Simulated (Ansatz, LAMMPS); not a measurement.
# Li in place of Mg at several sites of glassy 44SiO2-56MgO (mol %) (83 atoms), part 2 of 3

Aim: make Li in place of Mg at several sites of glassy 44SiO2-56MgO (mol %) (83 atoms), relax each, and compare their energies.

Ansatz 0.2.0; Kohn-Sham DFT, PBEsol, PAW (set soft_2), plane waves.

The cell: 15 Si, 19 Mg and 49 O. The quench rate of 30 K/ps far exceeds what a furnace or splat quench reaches. The network of bonds at the start is that of the classical potential that made the cell. Only the Γ point is sampled, in a cell whose shortest periodic width is 10 Å.

So far. Step 2 (Single point at the start): The r.m.s. force at the start is 1.4 eV/Å. Step 3 (Relaxation): The relaxation converged after 7 steps, 7.01 eV below its start, with a largest force component of 0.020 eV/Å.

**4. Single point at the relaxed geometry**

The electronic structure is read at the final geometry, in a run of its own.

input.yaml reads:

```yaml
crystal:
  lattice:
    - [10.00689, 0.0, 0.0]
    - [0.0, 10.00689, 0.0]
    - [0.0, 0.0, 10.00689]
  atoms:
    - { symbol: Si, position: [0.84552, 0.84484, 0.23527] }
    - { symbol: Si, position: [0.62657, 0.61199, 0.84194] }
    - { symbol: Si, position: [0.3411, 0.3348, 0.01462] }
    - { symbol: Si, position: [0.94762, 0.9431, 0.94754] }
    - { symbol: Si, position: [0.70816, 0.13882, 0.93253] }
    - { symbol: Si, position: [0.50029, 0.7895, 0.51746] }
    [... 71 atom lines left out ...]
    - { symbol: O, position: [0.65976, 0.47919, 0.23432] }
    - { symbol: O, position: [0.41119, 0.3723, 0.40389] }
    - { symbol: O, position: [0.95451, 0.27626, 0.08572] }
    - { symbol: O, position: [0.21138, 0.91143, 0.28522] }
    - { symbol: O, position: [0.77067, 0.71747, 0.17662] }
    - { symbol: O, position: [0.29573, 0.13257, 0.4232] }
kpoints:
  mp_grid: { grid: [1, 1, 1] }
hamiltonian:
  xc: pbesol
scf:
  occupations: { method: fixed }
output:
  forces: true
  stress: true
  populations: true
  dos:
    method: { smearing: { sigma: 0.08 } }
    de: 0.1
    projected: { site_lists: { Mg: [Mg], O: [O], Si: [Si] } }
  eigenvalues: true
  write_density: true
  write_potential: true
  volumetric_format: npy
```

Launch:

```console
$ ansatz run input.yaml --threads 4 --pin off --max-ram 8192MiB --backend cpu --events-out ev --progress --plain --runs-dir out
```

Numbers of over 12 decimals in the logs are rounded to 6 here.

The log of the run:

```text
[...]
Crystal: 83 atoms, lattice volume = 1002.068 Å³
Basis set: ecut = 420 eV, 19549 PW (Γ), exchange–correlation on 144×144×144 points (8 copies of the dense FFT grid, shifted against one another)
Bands: 355, of which v1, the nominal top of the filled ones, is band 272 counted from 1 (271 counted from 0)
Symmetry: 1 space group operations
[...]
k-points: 1
[...]
SCF iter   1: F=—  HF=-73235.126919 eV  |F-HF|=—  |Δ(HF+E_count)|=         —  Δρ=1.20e-2  dr2=1.15e0  ethr=1.77e-3  ⟨swp⟩=5.0  Hψ=1217  notcnv=0  defer=79
[...]
SCF iter  10: F=-73234.777017 eV  HF=-73234.777017 eV  |F-HF|=1.77e-8  |Δ(HF+E_count)|=   2.79e-8  Δρ=9.73e-7  dr2=1.25e-8  ethr=1.84e-11  ⟨swp⟩=9.0  Hψ=2221  notcnv=0
SCF 1 converged in 10 iterations: F = -73234.777017 eV  dr2 = 1.25e-8
[...]
SCF converged after 10 iterations
Free energy (F): -73234.777017 eV
[...]
Internal energy: -73234.777017 eV  (E = F + TS)
E sigma→0 (E₀):  -73234.777017 eV
Fermi energy:    4.895728 eV
[...]
--- Forces (eV/Å), atoms counted from 1 ---
  atom   1  Si     0.00077367    -0.00398049    -0.00145709
  atom   2  Si     0.00936587    -0.01131830     0.00890999
  atom   3  Si    -0.00061906     0.01211807     0.00280268
  atom   4  Si    -0.00481596    -0.00511303     0.00273915
  atom   5  Si     0.00004233     0.00498390     0.00447270
  atom   6  Si    -0.00553406    -0.00033680    -0.00163887
  atom   7  Si    -0.00379890    -0.01017710    -0.01051000
  atom   8  Si     0.00019392    -0.00468533     0.00768097
  atom   9  Si    -0.00301591    -0.00288215    -0.00844438
  atom  10  Si     0.00494068     0.01236778    -0.00385885
  atom  11  Si     0.01119803     0.00206090    -0.00694144
  atom  12  Si     0.00094582     0.00929376    -0.00221666
  atom  13  Si    -0.01576867    -0.00441542    -0.01433774
  atom  14  Si     0.00642127     0.00280518    -0.00750538
[...]
atom  82  O     -0.00007260     0.00128650     0.00325957
  atom  83  O      0.00228489     0.00136364     0.00158496
  max |Σ_I F_I| component: 2.63e-5 eV/Å
--- Stress (GPa, compression-positive) ---
       -1.698244      -0.560386      -1.368719
       -0.560386      -1.858597      -0.334802
       -1.368718      -0.334802      -2.752121
  P = ⅓ Tr σ = -2.1030 GPa (-21.030 kbar)
--- Band table (eV) ---
[...]
--- Löwdin populations: 83 sites ---
  site symbol       q [e]
     0     Si      2.3375
     1     Si      2.3745
     2     Si      2.4002
[...]
82      O      6.7979
  spilling = 0.010432 (of n_electrons = 544.000000)
```

The job ended after 15 s (4 threads of Arm Neoverse V2, shared host; peak memory 1.4 GiB).

The run gave:

```yaml
free_energy: -73234.7770 eV
free_energy_per_atom: -882.3467 eV/atom
scf_cycles: 10
pressure: -2.103 GPa
r_m_s_force_component: 0.00453 eV/Å
longest_force: 0.02177 eV/Å
fermi_energy: 4.896 eV
spacing_of_highest_filled_and_lowest_empty_level: 3.256 eV
spilling_of_the_projection: 0.01043
```

Löwdin charges by element and coordination (they lack the spilled electrons, 0.068 e an atom on average):

| element | coordination | atoms | mean charge (e) | spread | least | most |
| --- | --- | --- | --- | --- | --- | --- |
| Mg | all | 19 | 1.61 | 0.016 | 1.57 | 1.63 |
| Mg | 4 | 9 | 1.61 | 0.0163 | 1.58 | 1.62 |
| Mg | 5 | 6 | 1.61 | 0.0087 | 1.60 | 1.62 |
| Mg | 6 | 4 | 1.61 | 0.0224 | 1.57 | 1.63 |
| O | all | 49 | -1 | 0.144 | -1.39 | -0.770 |
| O | 2 | 10 | -0.831 | 0.0751 | -0.985 | -0.770 |
| O | 3 | 26 | -1.00 | 0.0801 | -1.07 | -0.817 |
| O | 4 | 13 | -1.13 | 0.153 | -1.39 | -0.838 |
| Si | all | 15 | 1.61 | 0.0363 | 1.56 | 1.70 |

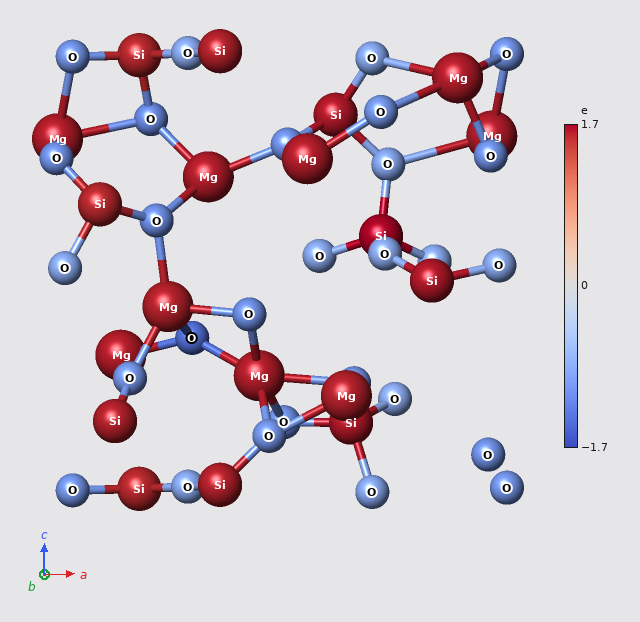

Atoms coloured by Löwdin charge. Drawn is a slice 5 Å thick, seen along the normal of the ac plane. Bonds to atoms that aren't drawn are left out.

States in the cell by windows of 1 eV, zero at the Fermi level; the larger projections on atomic orbitals stand beside the total:

```csv
from (eV),to (eV),total,O p,Si p
-14,-10,0.0,0.0,0.0
-10,-9,4.0,2.6,0.2
-9,-8,8.0,5.4,0.6
-8,-7,9.5,6.7,1.0
-7,-6,13.4,10.1,1.6
-6,-5,27.6,21.5,2.9
-5,-4,41.7,34.1,3.8
-4,-3,47.6,42.3,2.0
-3,-2,62.7,59.0,1.2
-2,-1,59.5,57.1,0.7
-1,0,19.3,18.7,0.2
0,1,0.6,0.6,0.0
1,3,0.0,0.0,0.0
3,4,2.0,0.0,0.0
4,5,1.3,0.2,0.1
```

The curve was stored every 0.10 eV, coarse against its broadening of 0.08 eV, so these counts are rough.

With fixed occupations the program's Fermi level is the highest filled level; weight inside the gap is the broadening of levels at its edges.

Between -26 and -14 eV lie 98 more states.

The stored curve holds about 392 of the 544 electrons; the rest, give or take the few that broadening carries across the Fermi level, lie in deeper levels below its range.

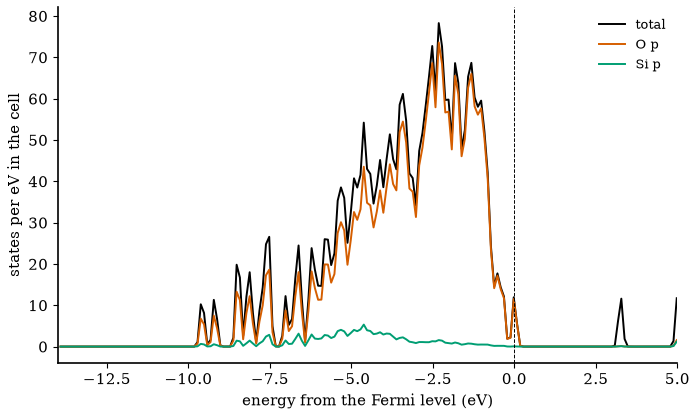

Total and projected density of states, with the broadening of the input.

The levels nearest the highest filled one (over half full), pooled over k-points and spins:

```
level less the highest filled one (eV)  occupation
                                -0.776           2
                                -0.748           2
                                -0.589           2
                                -0.481           2
                                -0.343           2
                                     0           2
                                  3.26           0
                                  5.02           0
                                  5.13           0
                                  5.34           0
                                  5.56           0
                                  5.65           0
```

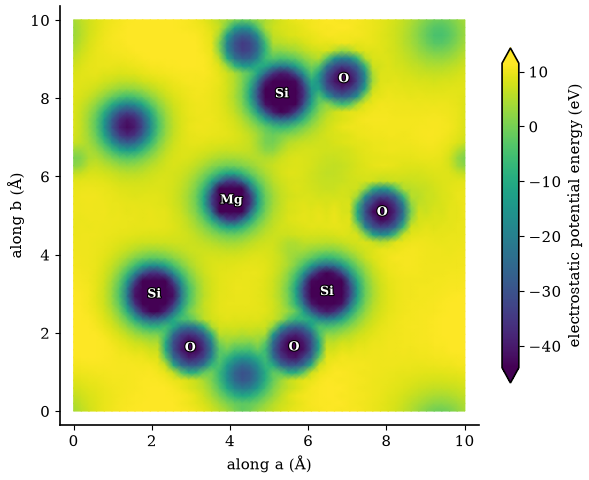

Electrostatic potential energy in the ab plane at fractional z = 0.499, with atoms of Si and Mg and O within 0.2 Å of it. With pseudopotentials it is smooth inside the atoms' cores, unlike the true potential. The map starts off the cell's origin, so that atoms lie inside it.

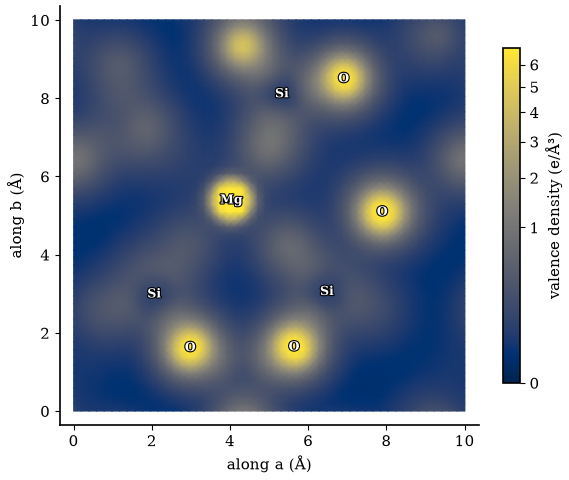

Valence density in the ab plane at fractional z = 0.499, with atoms of Si and Mg and O within 0.2 Å of it. It is the smooth field of the valence electrons, not physical close to the nuclei. The map starts off the cell's origin, so that atoms lie inside it. The colour scale is stretched toward low values.

Filled and empty levels are parted by 3.26 eV (at Γ alone); a semilocal functional tends to put such gaps too low. In a disordered cell it changes from sample to sample, and tail or defect levels can set it. Mean Löwdin charges: Mg +1.61, O -1.00, Si +1.61 e (they miss 1.0 % of the electrons, so they add up to more than the cell's charge).

**5. Li on a site of Mg, site Mg21**

The site has 4 bonded neighbours (O4) at 1.95 Å on average, by cutoffs that count no bonds between two metal atoms or like ions. The change is made in the relaxed cell and the atoms are relaxed again, with spin allowed.

input.yaml reads:

```yaml
crystal:
  lattice:
    - [10.00689, 0.0, 0.0]
    - [0.0, 10.00689, 0.0]
    - [0.0, 0.0, 10.00689]
  atoms:
    [... atom lines 1 to 17 left out ...]
    - { symbol: Mg, position: [0.2177, 0.13563, 0.85196] }
    - { symbol: Mg, position: [0.33055, 0.5717, 0.70427] }
    - { symbol: Mg, position: [0.22261, 0.83417, 0.70229] }
    - { symbol: Li, position: [0.4735, 0.04493, 0.69694], spin: 0.6 }
    - { symbol: Mg, position: [0.13938, 0.71992, 0.28103] }
    - { symbol: Mg, position: [0.86606, 0.13026, 0.19996] }
    - { symbol: Mg, position: [0.46941, 0.90337, 0.92497] }
    [... atom lines 25 to 83 left out ...]
magnetization:
  spin_polarized: true
kpoints:
  mp_grid: { grid: [1, 1, 1] }
hamiltonian:
  xc: pbesol
scf:
  occupations: { method: fermi_dirac, width: 0.025 }
  lower_state_search: "off"
output:
  forces: true
  eigenvalues: true
relax:
  f_tol: 0.05
  max_steps: 90
```

The log of the run:

```text
[...]
Crystal: 83 atoms, lattice volume = 1002.068 Å³
Basis set: ecut = 420 eV, 19549 PW (Γ), exchange–correlation on 144×144×144 points (8 copies of the dense FFT grid, shifted against one another)
Bands: 353, of which v1, the nominal top of the filled ones, is band 269 counted from 1 (268 counted from 0)
Symmetry: 1 space group operations
[...]
k-points: 1
[...]
Starting moments: Σ|m| = 3 μB on 5 of 83 sites
[...]
SCF iter   1: F=—  HF=-71558.335903 eV  |F-HF|=—  |Δ(HF+E_count)|=         —  Δρ=5.02e-2 (↑4.52e-2 ↓5.02e-2)  dr2=1.16e2  dr2_m=1.70e0  M=0.012 μB ∫|m|=0.501 μB  β_m=0.30  ethr=3.10e-3  ⟨swp⟩=6.0  Hψ=3086  notcnv=0  defer=59
[...]
spin=Collinear: Kerker preconditioning applied to the charge; magnetization (m = ρ↑ − ρ↓) channel mixes plain (no charge-response kernel on spin).
SCF iter   2: F=—  HF=-71543.378924 eV  |F-HF|=—  |Δ(HF+E_count)|=    1.50e1  Δρ=3.37e-2 (↑3.09e-2 ↓3.37e-2)  dr2=6.68e1  dr2_m=8.71e-1  M=0.037 μB ∫|m|=0.454 μB  β_m=0.30  ethr=3.10e-3  ⟨swp⟩=2.5  Hψ=1205  notcnv=0  defer=154
SCF iter   3: F=—  HF=-71531.486048 eV  |F-HF|=—  |Δ(HF+E_count)|=    1.19e1  Δρ=1.95e-2 (↑1.95e-2 ↓1.94e-2)  dr2=3.12e1  dr2_m=4.63e-1  M=0.046 μB ∫|m|=0.434 μB  β_m=0.30  ethr=3.10e-3  ⟨swp⟩=3.0  Hψ=1209  notcnv=0  defer=154
[...]
SCF iter   9: F=—  HF=-71522.860719 eV  |F-HF|=—  |Δ(HF+E_count)|=   2.00e-1  Δρ=7.55e-3 (↑4.99e-3 ↓7.55e-3)  dr2=1.80e0  dr2_m=4.74e-2  M=0.481 μB ∫|m|=0.517 μB  β_m=0.30  ethr=8.37e-4  ⟨swp⟩=2.0  Hψ=826  notcnv=0  defer=154
[...]
spin-set hold released at iteration 9 (site moments contracting): the magnetisation degrees of freedom join the quasi-Newton model from the next iteration; the mixer history was flushed
SCF iter  10: F=—  HF=-71522.765255 eV  |F-HF|=—  |Δ(HF+E_count)|=   9.55e-2  Δρ=4.63e-3 (↑3.72e-3 ↓4.63e-3)  dr2=1.97e0  dr2_m=1.26e-2  M=0.176 μB ∫|m|=0.233 μB  β_m=0.32  ethr=3.35e-4  ⟨swp⟩=2.0  Hψ=862  notcnv=0  defer=154
SCF iter  11: F=—  HF=-71522.738890 eV  |F-HF|=—  |Δ(HF+E_count)|=   2.64e-2  Δρ=4.43e-3 (↑2.74e-3 ↓4.43e-3)  dr2=8.96e-1  dr2_m=3.47e-2  M=0.649 μB ∫|m|=0.671 μB  β_m=0.38  ethr=3.35e-4  ⟨swp⟩=1.5  Hψ=553  notcnv=0  defer=154
[...]
SCF iter  15: F=—  HF=-71522.680459 eV  |F-HF|=—  |Δ(HF+E_count)|=   1.86e-2  Δρ=2.89e-3 (↑1.51e-3 ↓2.89e-3)  dr2=3.73e-1  dr2_m=9.19e-3  M=0.866 μB ∫|m|=0.946 μB  β_m=0.40  ethr=1.26e-4  ⟨swp⟩=2.0  Hψ=566  notcnv=0  defer=154
[...]
spin=Collinear: Resta preconditioning applied to the charge; magnetization (m = ρ↑ − ρ↓) channel mixes plain (no charge-response kernel on spin).
SCF iter  16: F=—  HF=-71522.642524 eV  |F-HF|=—  |Δ(HF+E_count)|=   3.79e-2  Δρ=4.57e-3 (↑1.19e-3 ↓4.57e-3)  dr2=5.36e-1  dr2_m=3.93e-2  M=0.876 μB ∫|m|=0.987 μB  β_m=0.41  ethr=6.94e-5  ⟨swp⟩=3.0  Hψ=884  notcnv=0  defer=154
SCF iter  17: F=—  HF=-71522.632290 eV  |F-HF|=—  |Δ(HF+E_count)|=   1.02e-2  Δρ=3.84e-3 (↑6.42e-4 ↓3.84e-3)  dr2=2.33e-1  dr2_m=3.01e-2  M=0.992 μB ∫|m|=1.099 μB  β_m=0.36  ethr=6.94e-5  ⟨swp⟩=3.0  Hψ=724  notcnv=0  defer=154
[...]
SCF iter  27: F=-71522.627766 eV  HF=-71522.627767 eV  |F-HF|=5.27e-7  |Δ(HF+E_count)|=   7.18e-6  Δρ=1.78e-5 (↑9.25e-6 ↓1.78e-5)  dr2=6.93e-6  dr2_m=6.77e-7  M=0.952 μB ∫|m|=1.042 μB  β_m=0.35  ethr=1.15e-8  ⟨swp⟩=4.0  Hψ=2065  notcnv=0
SCF iter  28: F=-71522.627770 eV  HF=-71522.627770 eV  |F-HF|=4.40e-8  |Δ(HF+E_count)|=   3.09e-6  Δρ=8.38e-6 (↑5.77e-6 ↓8.38e-6)  dr2=2.00e-6  dr2_m=1.90e-7  M=0.952 μB ∫|m|=1.042 μB  ethr=1.29e-9  ⟨swp⟩=3.0  Hψ=2055  notcnv=0
SCF 1 converged in 28 iterations: F = -71522.627770 eV  dr2 = 2.00e-6
[...]
relax step   1: F+E_penalty+E_count = -71522.62777007 eV  Δ(F+E_penalty+E_count) = +0.000e0 eV  max|allowed force component| = 1.130e0 eV/Å  Δτ_max = 0.0000 Å  (28 SCF iters, dr2 threshold 6.25e-5 eV, accepted)
[...]
relax step   2: F+E_penalty+E_count = -71522.86480479 eV  Δ(F+E_penalty+E_count) = -2.370e-1 eV  max|allowed force component| = 8.925e-1 eV/Å  Δτ_max = 0.0530 Å  (18 SCF iters, dr2 threshold 7.98e-5 eV, accepted)
[...]
relax step   3: F+E_penalty+E_count = -71523.06473594 eV  Δ(F+E_penalty+E_count) = -1.999e-1 eV  max|allowed force component| = 2.790e-1 eV/Å  Δτ_max = 0.0889 Å  (16 SCF iters, dr2 threshold 4.98e-5 eV, accepted)
[...]
relax step   4: F+E_penalty+E_count = -71523.09701811 eV  Δ(F+E_penalty+E_count) = -3.228e-2 eV  max|allowed force component| = 1.439e-1 eV/Å  Δτ_max = 0.0211 Å  (13 SCF iters, dr2 threshold 7.61e-6 eV, accepted)
[...]
relax step   5: F+E_penalty+E_count = -71523.11662203 eV  Δ(F+E_penalty+E_count) = -1.960e-2 eV  max|allowed force component| = 9.046e-2 eV/Å  Δτ_max = 0.0318 Å  (17 SCF iters, accepted)
[...]
relax step   6: F+E_penalty+E_count = -71523.12741605 eV  Δ(F+E_penalty+E_count) = -1.079e-2 eV  max|allowed force component| = 6.903e-2 eV/Å  Δτ_max = 0.0575 Å  (17 SCF iters, accepted)
[...]
relax step   7: F+E_penalty+E_count = -71523.13228525 eV  Δ(F+E_penalty+E_count) = -4.869e-3 eV  max|allowed force component| = 4.943e-2 eV/Å  Δτ_max = 0.0192 Å  (16 SCF iters, accepted)
SCF converged after 16 iterations
Magnetization: 0.9766 μB (268.9883 up, 268.0117 down)
Absolute magnetization: 1.0740 μB (∫|ρ↑−ρ↓|, with the PAW one-centre terms)
[...]
Per-site moments (μB) at R_I (Å): [(-1.9286996283387546e-8, 0.657897), (-6.7783220045799895e-6, 0.660841), (-1.3338527700370563e-5, 0.660220), (4.153335471833245e-5, 0.663940), (-5.9153976267190605e-6, [...]
Free energy (F): -71523.132285 eV
[...]
Internal energy: -71523.097735 eV  (E = F + TS)
E sigma→0 (E₀):  -71523.115010 eV
Entropy (-TS):   -0.034551 eV (-0.416 meV/atom)
Fermi energy:    4.327985 eV
[...]
Σ components = -71523.132285   (vs F -71523.132285, Δ=0.00e0)
--- Forces (eV/Å), atoms counted from 1 ---
  atom   1  Si    -0.01079066     0.00513937     0.01327814
  atom   2  Si     0.00847317    -0.01437319     0.01179727
  atom   3  Si     0.02217591     0.01703927    -0.00640386
  atom   4  Si    -0.03219968    -0.02105253     0.01740643
[...]
atom  83  O     -0.00248622     0.00746125     0.00397166
  max |Σ_I F_I| component: 4.15e-5 eV/Å
--- Band table (eV) ---
[...]
--- Relaxed structure (7 steps of the walk, 7 accepted, 0 SCFs on fresh bases) ---
  F+E_penalty+E_count = -71523.13228525 eV   max|allowed force component| = 4.943e-2 eV/Å
  atoms:
    - { symbol: Si, position: [0.843286, 0.846702, 0.236560] }
    - { symbol: Si, position: [0.624591, 0.608844, 0.841064] }
    - { symbol: Si, position: [0.340846, 0.334153, 0.018973] }
    - { symbol: Si, position: [0.949311, 0.945155, 0.948578] }
[...]
- { symbol: O, position: [0.293481, 0.139599, 0.418895] }
```

Run time: 3.3 min. Hardware: 4 threads; peak memory 2.2 GiB.

The relaxation converged after 7 steps, 0.505 eV below its start, with a largest force component of 0.049 eV/Å.

Local excerpt of 14 atoms (numbers count through the whole input) about the Li atom, after relaxation; x, y, z are measured from there.

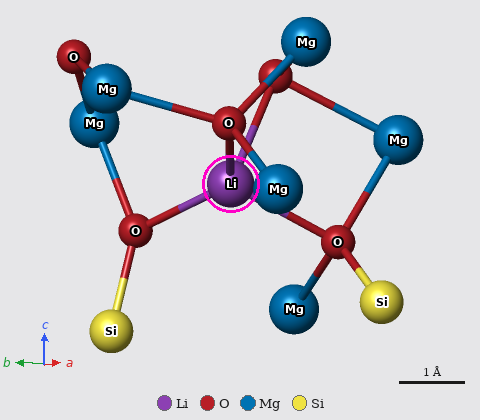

The atoms of the table, within 3.2 Å (arrows a, b, c point along x, y, z); some may hide others; the central atom is ringed.

```csv
atom,x,y,z,distance (Å),bonds,moment (μB)
Li21,0.00,0.00,0.00,0.00,4,0.00
O44,0.10,1.67,-0.80,1.86,3,0.00
O63,-1.43,-0.66,1.02,1.87,4,0.03
O75,1.09,-1.33,-0.88,1.93,4,0.00
O55,1.44,-0.01,1.61,2.16,4,0.00
Mg24,0.00,-1.25,2.25,2.57,4,0.00
Mg34,0.68,2.71,0.79,2.91,4,0.00
Mg29,2.19,-0.05,-2.02,2.98,5,0.00
Si9,-0.36,1.82,-2.34,2.99,4,0.00
Mg31,2.47,-1.64,0.66,3.04,6,0.00
Mg18,-2.45,0.95,1.52,3.04,5,0.00
Si6,0.29,-2.50,-1.73,3.05,4,0.00
O71,-0.94,2.28,1.90,3.11,3,0.00
Mg20,-2.45,-2.04,0.10,3.19,4,0.00
```

The column of bonds counts only the pairs O-Mg within 2.68 Å, O-Si within 2.08 Å, O-Li within 2.27 Å; other neighbours, such as metal atoms beside each other in a compound, aren't counted, and periodic images can show an atom twice.

The largest move is 0.17 Å, by Mg24.

**6. Li on a site of Mg, site Mg31**

The site has 6 bonded neighbours (O6) at 2.20 Å on average. 

Input and log are left out; they have the form of those shown for this kind of step.

Run time: 6.8 min. Hardware: 4 threads of Arm Neoverse V2, shared host; peak memory 2.3 GiB.

The relaxation converged after 16 steps, 0.649 eV below its start, with a largest force component of 0.036 eV/Å.

**7. Li on a site of Mg, site Mg26**

The site has 5 bonded neighbours (O5) at 2.08 Å on average. 

Input and log are left out; they have the form of those shown for this kind of step.

Wall time 3.5 min (4 threads of Arm Neoverse V2, shared host); peak memory 2.2 GiB; 14 min of CPU time.

The relaxation converged after 9 steps, 0.285 eV below its start, with a largest force component of 0.032 eV/Å.

The surroundings of the Li atom, after relaxation, nearest first, numbered as they follow in the input and with coordinates relative to it.

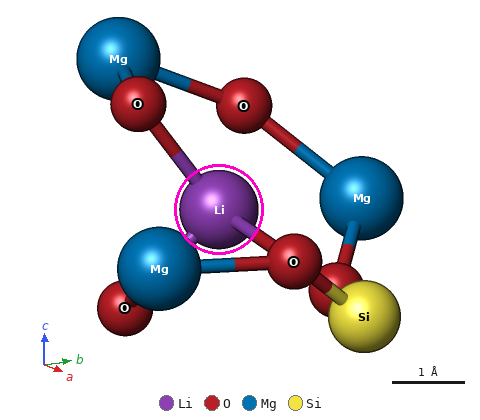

The atoms of the table, within 2.8 Å (arrows a, b, c point along x, y, z); some may hide others; the central atom is ringed.

```csv
atom,x,y,z,distance (Å),bonds,moment (μB)
Li26,0.00,0.00,0.00,0.00,4,0.00
O79,-0.40,-1.11,1.55,1.95,3,0.01
O68,0.03,-1.51,-1.24,1.95,3,0.01
O36,0.58,1.60,-1.21,2.09,3,0.05
O78,2.24,-0.13,-0.20,2.25,3,0.08
O40,-1.73,1.44,0.92,2.43,3,0.46
Mg27,1.67,-1.99,-0.23,2.61,5,0.00
Si11,2.11,1.12,-1.17,2.66,4,0.00
Mg16,-2.20,-0.35,1.69,2.79,4,0.00
Mg30,-0.65,2.73,-0.31,2.82,6,0.00
```

The column of bonds counts only the pairs O-Mg within 2.68 Å, O-Si within 2.12 Å, O-Li within 2.33 Å; other neighbours, such as metal atoms beside each other in a compound, aren't counted, and periodic images can show an atom twice.

The largest move is 0.24 Å, by O78.

[end of part 2 of 3]

[Logs are printed without paths, hosts, clocks, repeated set-up lines and the standing remarks that a program may print on its own settings, such as how far it seeks lower states.]

[Hosts, paths, dates, database ids (printed as entryN), source tags and the programs' standing remarks are cut or masked in the printed files.]
